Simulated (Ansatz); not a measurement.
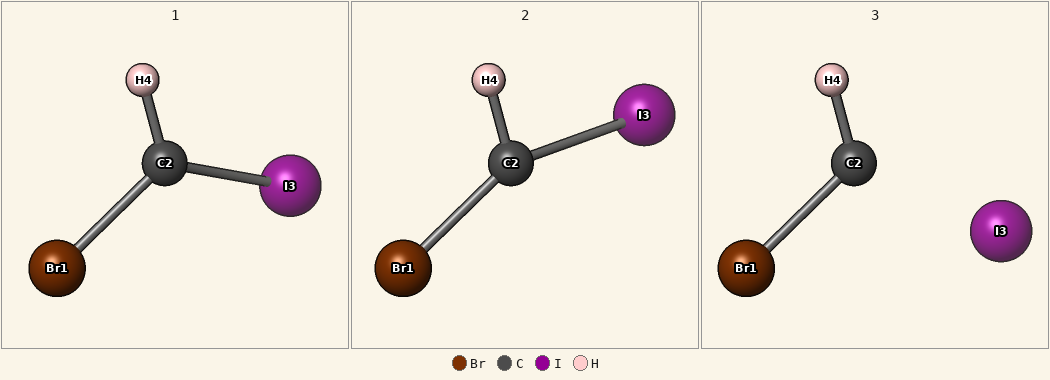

CHBrI, SMILES Br[CH]I, spin multiplicity 2. First axis: bond length C2–I3. Second axis: angle I3–C2–H4. Nothing is relaxed (all other coordinates rigid). Grid: 9 × 9 points. Points are written as (first, second). Energies: eV, counted from the lowest grid point. In part of the range the unrestricted reference is strongly spin-contaminated. Computed with Ansatz, UKS r2SCAN-D4/def2-TZVP.

The numbered pictures are structures from this grid.

### Which is the most stable, and how do the others follow?

1, at (2.093 Å, 117.2°): 0.00 eV; 2, at (2.283 Å, 94.7°): 0.62 eV; 3, at (2.568 Å, 128.5°): 1.12 eV.

The map, with the structures marked:

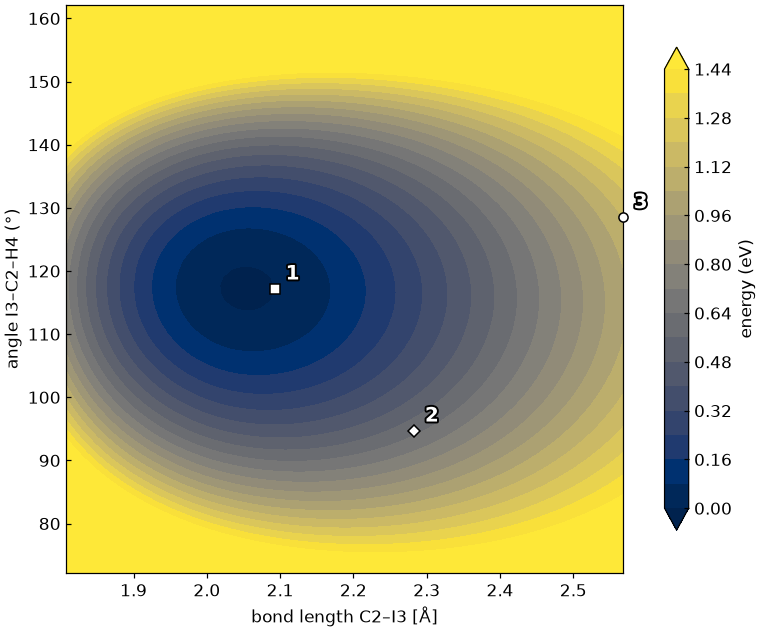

Drawn: filled contours, one colour for all values above the top of the scale. Between grid points the surface is interpolated.
